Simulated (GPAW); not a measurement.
# Calculation of the molecule and its ions of SiH$_{3}$O$_{3}$ (part 2 of 2)

Continued. System: SiH$_{3}$O$_{3}$, multiplicity 2, SMILES O[Si](O)O. Method: revPBE/real-space grid, UKS, scalar-relativistic datasets (GPAW 26.7.0). The geometry comes from this level: UFF from SMILES.

Geometry of the input (Å):
```
O  -0.1865  1.5964  0.4088
Si 0.1036  -0.0237  0.8992
O  1.5343  -0.6107  0.1524
O  -1.2301  -1.0125  0.4603
H  -0.2891  1.5484  -0.5751
H  1.3526  -0.5573  -0.8197
H  -1.2848  -0.9406  -0.5259
```

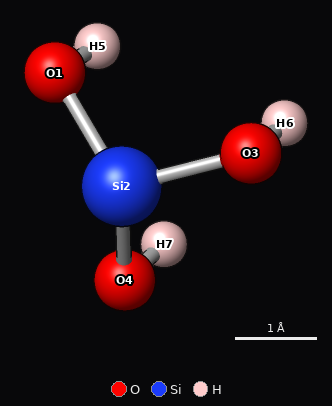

The input geometry (ball-and-stick view, seen at a tilt; atoms are numbered from 1 in the order of the input).

### Log, continued
```
  Monkhorst-Pack size: [1, 1, 1]
  Monkhorst-Pack shift: [0, 0, 0]

K-points  # in reciprocal-cell coordinates
|   |                                coordinates |     weight |
|---|--------------------------------------------|------------|
| 0 | (  0.00000000,   0.00000000,   0.00000000) | 1.00000000 |

Uniform wave function grid shape: (np.int64(59), np.int64(59), np.int64(55))
Spin-components: 1 (collinear spins)
Bands:           19
Projectors:      29
Spin-degeneracy: 2
Datatype:        float64

  Storage: CPU
  Wave functions: 29_101_160 bytes (29_101_160 per core)

Parallelization:
  kpt:    1
  domain: 1
  band:   1

Density:
  Valence electrons: 25.0
  Components: 1
  Grid points: [60 60 56]
  Charge: 1.0  # |e|

Potential:
  Grid points: [60 60 56]

species:
  O:
    name:    Oxygen
    Z:       8.0
    valence: 6
    core:    2
    charge:  0.0  # [|e|]
    file:    O.revPBE.gz
    compensation charges:
      type: gauss
      rc: 0.21  # [Å]
      lmax: 2
    cutoffs:
      filter: 1.17  # [Å]
      core: 0.83  # [Å]
    projectors
    | kind |    occ | energy [eV] | rcut [Å] |
    |------|--------|-------------|----------|
    |   2s |  2.000 |     -23.998 |    0.688 |
    |   2p |  4.000 |      -8.969 |    0.598 |
    |    s |        |       3.214 |    0.688 |
    |    p |        |      18.243 |    0.598 |
    |    d |        |       0.000 |    0.619 |

    Using partial waves for O as LCAO basis

  Si:
    name:    Silicon
    Z:       14.0
    valence: 4
    core:    10
    charge:  0.0  # [|e|]
    file:    Si.revPBE.gz
    compensation charges:
      type: gauss
      rc: 0.33  # [Å]
      lmax: 2
    cutoffs:
      filter: 1.86  # [Å]
      core: 2.06  # [Å]
    projectors
    | kind |    occ | energy [eV] | rcut [Å] |
    |------|--------|-------------|----------|
    |   3s |  2.000 |     -10.782 |    1.058 |
    |   3p |  2.000 |      -4.060 |    1.058 |
    |    s |        |      16.430 |    1.058 |
    |    p |        |      23.151 |    1.058 |
    |    d |        |       0.000 |    1.058 |

    Using partial waves for Si as LCAO basis

  H:
    name:    Hydrogen
    Z:       1.0
    valence: 1
    core:    0
    charge:  0.0  # [|e|]
    file:    H.revPBE.gz
    compensation charges:
      type: gauss
      rc: 0.15  # [Å]
      lmax: 2
    cutoffs:
      filter: 0.85  # [Å]
      core: 0.53  # [Å]
    projectors
    | kind |    occ | energy [eV] | rcut [Å] |
    |------|--------|-------------|----------|
    |   1s |  1.000 |      -6.547 |    0.476 |
    |    s |        |      20.664 |    0.476 |
    |    p |        |       0.000 |    0.476 |

    Using partial waves for H as LCAO basis

Reference energy: -14054.148116  # eV

eigensolver:
  PPCG
  Converge bands: occupied
  niter=2

density mixing:
  MSR1-Mixer
  Pratt-step length: 0.05
  Maximum mixing coefficient: 0.75
  Old densities: 10
  SVD Regularization: 0.005
  Good broyden scale: 1.0
  Trust region scale: 1.0
  Backstep threshold: 4.0
  History deletion threshold: 6.0
  Fourier metric: weight=20.0, sigma=0.015

occupation numbers:
  # Zero width

FastPoissonSolver using
    Stencil: 6*3+1=19 point O(h^6) finite-difference Laplacian
    FFT axes: []
    FST axes: [np.int64(2), np.int64(0), np.int64(1)]

xc functional:
  name: revPBE with 2 nearest neighbor stencil
interpolation: tri-quintic # 5. degree polynomial

Initialization done in: 1.178 s

convergence criteria:
- Maximum [total energy] change in last 3 cyles: 0.0005 eV / valence electron
- Maximum integral of absolute [dens]ity change: 0.0001 electrons / valence electron
- Maximum integral of absolute [eigenst]ate change: 4e-08 eV^2 / valence electron
maximum number of iterations: 150

SCF iterations
|iter     |     time |      energy | eigst |  dens |
|---------|----------|-------------|-------|-------|
|iter:   1| 00:00:32 |  -39.558731 | +1.05 |       |
|iter:   2| 00:00:33 |  -36.954340 | +0.04 | -0.56 |
|iter:   3| 00:00:34 |  -28.446483 | +0.40 | -0.62 |
|iter:   4| 00:00:35 |  -28.322443 | -0.59 | -1.18 |
|iter:   5| 00:00:36 |  -28.293025 | -1.18 | -1.47 |
|iter:   6| 00:00:37 |  -28.292192 | -1.98 | -2.25 |
|iter:   7| 00:00:38 |  -28.291926c| -2.92 | -2.64 |
|iter:   8| 00:00:39 |  -28.291943c| -3.71 | -3.07 |
|iter:   9| 00:00:40 |  -28.291956c| -4.56 | -3.37 |
|iter:  10| 00:00:41 |  -28.291958c| -5.36 | -4.15c|
|iter:  11| 00:00:43 |  -28.291959c| -6.11 | -4.47c|
|iter:  12| 00:00:44 |  -28.291959c| -6.79 | -4.80c|
|iter:  13| 00:00:45 |  -28.291959c| -7.59c| -5.33c|

Converged in 13 steps
SCF loop duration: 13.378 s (1.029 s/step)
Energy contributions relative to reference atoms: (reference = -14054.148116)

Energy contributions:
  Kinetic:          19.523639
  Coulomb:         -24.490621
  Zero:              1.973376
  External:          0.000000
  Xc:              -25.298352
  Entropy:           0.000000
  Spinorbit:         0.000000
  ----------------------------
  Free energy:     -28.291959
  Extrapolated:    -28.291959

dipole moment: (5.910517, 5.695162, 5.885330)  # |e|*Ang

Fermi level: -13.044
Eigenvalues  # (at kpt = [0.000, 0.000, 0.000])
| band index |      eig [eV] | occ [0-2] |
|------------|---------------|-----------|
|          0 |       -32.087 |     2.000 |
|        ... |               |           |
|          4 |       -18.927 |     2.000 |
|          5 |       -18.917 |     2.000 |
|          6 |       -17.081 |     2.000 |
|          7 |       -15.505 |     2.000 |
|          8 |       -15.502 |     2.000 |
|          9 |       -14.302 |     2.000 |
|         10 |       -14.299 |     2.000 |
|         11 |       -13.483 |     2.000 |
|         12 |       -12.605 |     0.000 |
|         13 |        -6.738 |     0.000 |
|         14 |        -5.974 |     0.000 |
|         15 |        -5.974 |     0.000 |
|         16 |        -4.102 |     0.000 |
|         17 |        -3.930 |     0.000 |
|         18 |        -3.926 |     0.000 |

Gap: 0.878 eV
Transition (v -> c):
  (s=0, k=0, n=11, [0.00, 0.00, 0.00]) -> (s=0, k=0, n=12, [0.00, 0.00, 0.00])
No difference between direct/indirect transitions
vacuum-level: 0.000  # V
oxidised      -28.29196 eV
  __  _  _
 | _ |_)|_||  |
 |__||  | ||/\| - 26.7.0

units:  Angstrom and eV
cores:  1
OpenMP: False

Versions:
  Python: 3.12.14
  ASE:    3.29.0
  Numpy:  2.5.5
  Scipy:  1.18.1
  Libxc:  7.0.0

        _gpaw.cpython-312-aarch64-linux-gnu.so

Input parameters:
  mode=FD(),
  charge=-1,
  h=0.2,
  maxiter=150,
  occupations=Occupations(name='fermi-dirac', width=0.0, fixmagmom=True),
  symmetry=Symmetry(point_group=False, time_reversal=False),
  xc=XC(name='revPBE')

Diagonalizing LCAO Hamiltonian
Converting LCAO to fd mode
        .----------------------------.
       /|                            |
      / |                            |
     /  |                            |
    /   |                            |
   /    |                            |
  /     |                            |
 *      |                            |
 |      |                            |
 |      |          O                 |
 |      |          Si                |
 |      |      O   H  O              |
 |      |      H     H               |
 |      |                            |
 |      .----------------------------.
 |     /                            /
 |    /                            /
 |   /                            /
 |  /                            /
 | /                            /
 |/                            /
 *----------------------------*

Atoms  # Å, Bohr magnetons
|   | symbol |        x |        y |        z |    initial magnetic moments |
|---|--------|----------|----------|----------|-----------------------------|
| 0 |      O | 5.688744 | 7.304443 | 5.969020 | ( 0.0000,  0.0000,  0.2857) |
| 1 |     Si | 5.978861 | 5.684420 | 6.459437 | ( 0.0000,  0.0000,  0.2857) |
| 2 |      O | 7.409531 | 5.097375 | 5.712636 | ( 0.0000,  0.0000,  0.2857) |
| 3 |      O | 4.645171 | 4.695557 | 6.020606 | ( 0.0000,  0.0000,  0.2857) |
| 4 |      H | 5.586102 | 7.256512 | 4.985169 | ( 0.0000,  0.0000,  0.2857) |
| 5 |      H | 7.227841 | 5.150829 | 4.740563 | ( 0.0000,  0.0000,  0.2857) |
| 6 |      H | 4.590469 | 4.767472 | 5.034385 | ( 0.0000,  0.0000,  0.2857) |

Unit cell  # Å
| periodic |         x |         y |         z |   lengths |    angles |
|----------|-----------|-----------|-----------|-----------|-----------|
|       no | 12.000000 |  0.000000 |  0.000000 | 12.000000 | 90.000000 |
|       no |  0.000000 | 12.000000 |  0.000000 | 12.000000 | 90.000000 |
|       no |  0.000000 |  0.000000 | 11.200000 | 11.200000 | 90.000000 |

Number of symmetries: 1
Symmetry operations  # r_c * U_cc + t_c -> r_c
|   | kind |            matrix            |
|---|------|------------------------------|
| 0 |  E   |  1, 0, 0,  0, 1, 0,  0, 0, 1 |

BZ-sampling:
  Number of BZ points: 1
  Number of IBZ points: 1

  Monkhorst-Pack size: [1, 1, 1]
  Monkhorst-Pack shift: [0, 0, 0]

K-points  # in reciprocal-cell coordinates
|   |                                coordinates |     weight |
|---|--------------------------------------------|------------|
| 0 | (  0.00000000,   0.00000000,   0.00000000) | 1.00000000 |

Uniform wave function grid shape: (np.int64(59), np.int64(59), np.int64(55))
Spin-components: 2 (collinear spins)
Bands:           19
Projectors:      29
Spin-degeneracy: 1
Datatype:        float64

  Storage: CPU
  Wave functions: 58_202_320 bytes (58_202_320 per core)

Parallelization:
  kpt:    1
  domain: 1
  band:   1

Density:
  Valence electrons: 25.0
  Components: 2
  Grid points: [60 60 56]
  Charge: -1.0  # |e|

Potential:
  Grid points: [60 60 56]

species:
  O:
    name:    Oxygen
    Z:       8.0
    valence: 6
    core:    2
    charge:  0.0  # [|e|]
    file:    O.revPBE.gz
    compensation charges:
      type: gauss
      rc: 0.21  # [Å]
      lmax: 2
    cutoffs:
      filter: 1.17  # [Å]
      core: 0.83  # [Å]
    projectors
    | kind |    occ | energy [eV] | rcut [Å] |
    |------|--------|-------------|----------|
    |   2s |  2.000 |     -23.998 |    0.688 |
    |   2p |  4.000 |      -8.969 |    0.598 |
    |    s |        |       3.214 |    0.688 |
    |    p |        |      18.243 |    0.598 |
    |    d |        |       0.000 |    0.619 |

    Using partial waves for O as LCAO basis

  Si:
    name:    Silicon
    Z:       14.0
    valence: 4
    core:    10
    charge:  0.0  # [|e|]
    file:    Si.revPBE.gz
    compensation charges:
      type: gauss
      rc: 0.33  # [Å]
      lmax: 2
    cutoffs:
      filter: 1.86  # [Å]
      core: 2.06  # [Å]
    projectors
    | kind |    occ | energy [eV] | rcut [Å] |
    |------|--------|-------------|----------|
    |   3s |  2.000 |     -10.782 |    1.058 |
    |   3p |  2.000 |      -4.060 |    1.058 |
    |    s |        |      16.430 |    1.058 |
    |    p |        |      23.151 |    1.058 |
    |    d |        |       0.000 |    1.058 |

    Using partial waves for Si as LCAO basis

  H:
    name:    Hydrogen
    Z:       1.0
    valence: 1
    core:    0
    charge:  0.0  # [|e|]
    file:    H.revPBE.gz
    compensation charges:
      type: gauss
      rc: 0.15  # [Å]
      lmax: 2
    cutoffs:
      filter: 0.85  # [Å]
      core: 0.53  # [Å]
    projectors
    | kind |    occ | energy [eV] | rcut [Å] |
    |------|--------|-------------|----------|
    |   1s |  1.000 |      -6.547 |    0.476 |
    |    s |        |      20.664 |    0.476 |
    |    p |        |       0.000 |    0.476 |

    Using partial waves for H as LCAO basis

Reference energy: -14054.148116  # eV

eigensolver:
  PPCG
  Converge bands: occupied
  niter=2

density mixing:
  MSR1-Mixer
  Pratt-step length: 0.05
  Maximum mixing coefficient: 0.75
  Old densities: 10
  SVD Regularization: 0.005
  Good broyden scale: 1.0
  Trust region scale: 1.0
  Backstep threshold: 4.0
  History deletion threshold: 6.0
  Fourier metric: weight=20.0, sigma=0.015

occupation numbers:
  Fixed magnetic moment: 2.000
  # Zero width

FastPoissonSolver using
    Stencil: 6*3+1=19 point O(h^6) finite-difference Laplacian
    FFT axes: []
    FST axes: [np.int64(2), np.int64(0), np.int64(1)]

xc functional:
  name: revPBE with 2 nearest neighbor stencil
interpolation: tri-quintic # 5. degree polynomial

Initialization done in: 1.826 s

convergence criteria:
- Maximum [total energy] change in last 3 cyles: 0.0005 eV / valence electron
- Maximum integral of absolute [dens]ity change: 0.0001 electrons / valence electron
- Maximum integral of absolute [eigenst]ate change: 4e-08 eV^2 / valence electron
maximum number of iterations: 150

SCF iterations
|iter     |     time |      energy | eigst |  dens |  magmom |
|---------|----------|-------------|-------|-------|---------|
|iter:   1| 00:00:48 |  -37.889361 | +1.13 |       |  +1.9953|
|iter:   2| 00:00:50 |  -38.016234 | +0.42 | -0.61 |  +1.9955|
|iter:   3| 00:00:52 |  -37.249505 | +0.50 | -0.62 |  +1.9979|
|iter:   4| 00:00:54 |  -37.586776 | -0.24 | -1.01 |  +1.9989|
|iter:   5| 00:00:56 |  -37.746611 | -0.81 | -1.25 |  +2.0000|
|iter:   6| 00:00:58 |  -37.759904 | -1.38 | -1.96 |  +2.0000|
|iter:   7| 00:01:00 |  -37.763736 | -1.96 | -2.26 |  +2.0000|
|iter:   8| 00:01:02 |  -37.764584c| -2.32 | -2.72 |  +2.0000|
|iter:   9| 00:01:04 |  -37.765127c| -2.68 | -2.74 |  +2.0000|
|iter:  10| 00:01:06 |  -37.765394c| -2.94 | -2.97 |  +2.0000|
|iter:  11| 00:01:07 |  -37.765504c| -3.31 | -3.36 |  +2.0000|
|iter:  12| 00:01:09 |  -37.765571c| -3.57 | -3.50 |  +2.0000|
|iter:  13| 00:01:11 |  -37.765602c| -3.92 | -3.74 |  +2.0000|
|iter:  14| 00:01:13 |  -37.765608c| -4.36 | -4.01c|  +2.0000|
|iter:  15| 00:01:15 |  -37.765619c| -4.51 | -3.86 |  +2.0000|
|iter:  16| 00:01:17 |  -37.765618c| -5.06 | -4.30c|  +2.0000|
|iter:  17| 00:01:19 |  -37.765621c| -5.30 | -4.24c|  +2.0000|
|iter:  18| 00:01:21 |  -37.765621c| -5.70 | -4.65c|  +2.0000|
|iter:  19| 00:01:23 |  -37.765620c| -6.10 | -4.75c|  +2.0000|
|iter:  20| 00:01:24 |  -37.765621c| -6.04 | -4.44c|  +2.0000|
|iter:  21| 00:01:26 |  -37.765620c| -6.54 | -4.84c|  +2.0000|
|iter:  22| 00:01:27 |  -37.765620c| -6.90 | -4.83c|  +2.0000|
|iter:  23| 00:01:29 |  -37.765619c| -7.23 | -5.42c|  +2.0000|
|iter:  24| 00:01:31 |  -37.765619c| -7.48c| -4.91c|  +2.0000|

Converged in 24 steps
SCF loop duration: 44.141 s (1.839 s/step)
Energy contributions relative to reference atoms: (reference = -14054.148116)

Energy contributions:
  Kinetic:          39.464121
  Coulomb:         -41.315960
  Zero:              1.963879
  External:          0.000000
  Xc:              -37.877659
  Entropy:           0.000000
  Spinorbit:         0.000000
  ----------------------------
  Free energy:     -37.765619
  Extrapolated:    -37.765619

dipole moment: (-5.713126, -5.764666, -4.618423)  # |e|*Ang

Total magnetic moment: (0.000000, 0.000000, 2.000000)

Local magnetic moments
|        x |        y |        z |
|----------|----------|----------|
| 0.000000 | 0.000000 | 0.049733 |  # O    0
| 0.000000 | 0.000000 | 0.301635 |  # Si   1
| 0.000000 | 0.000000 | 0.049539 |  # O    2
| 0.000000 | 0.000000 | 0.050028 |  # O    3
| 0.000000 | 0.000000 | 0.007560 |  # H    4
| 0.000000 | 0.000000 | 0.007585 |  # H    5
| 0.000000 | 0.000000 | 0.007609 |  # H    6

Fermi levels: 2.801, -0.824
Eigenvalues  # (at kpt = [0.000, 0.000, 0.000])
| band index |      eig [eV] | occ [0-1] |      eig [eV] | occ [0-1] |
|------------|---------------|-----------|---------------|-----------|
|          0 |       -21.188 |     1.000 |       -21.047 |     1.000 |
|        ... |               |           |               |           |
|          5 |        -8.040 |     1.000 |        -7.837 |     1.000 |
|          6 |        -6.511 |     1.000 |        -6.400 |     1.000 |
|          7 |        -4.939 |     1.000 |        -4.856 |     1.000 |
|          8 |        -4.933 |     1.000 |        -4.850 |     1.000 |
|          9 |        -3.754 |     1.000 |        -3.677 |     1.000 |
|         10 |        -3.750 |     1.000 |        -3.673 |     1.000 |
|         11 |        -2.916 |     1.000 |        -2.859 |     1.000 |
|         12 |        -1.952 |     1.000 |         0.305 |     0.000 |
|         13 |         1.799 |     1.000 |         2.733 |     0.000 |
|         14 |         2.870 |     0.000 |         3.450 |     0.000 |
|         15 |         2.885 |     0.000 |         3.456 |     0.000 |
|         16 |         3.434 |     0.000 |         3.946 |     0.000 |
|         17 |         3.696 |     0.000 |         4.395 |     0.000 |
|         18 |         3.706 |     0.000 |         4.420 |     0.000 |

Gap: 0.137 eV
Transition (v -> c):
  (s=1, k=0, n=13, [0.00, 0.00, 0.00]) -> (s=0, k=0, n=14, [0.00, 0.00, 0.00])
No difference between direct/indirect transitions
vacuum-level: 0.000  # V
reduced       -37.76562 eV
Vertical IP             9.521 eV
Vertical EA = -0.048 eV
```

### Results in brief

| quantity | value |
| --- | --- |
| outcome | converged |
| ionisation energy | 9.52 eV |
| wall time | 91 s |
| peak memory | 1.1 GiB |

### Remarks

Further notes kept with the run: anion unbound: the value hangs on the box.
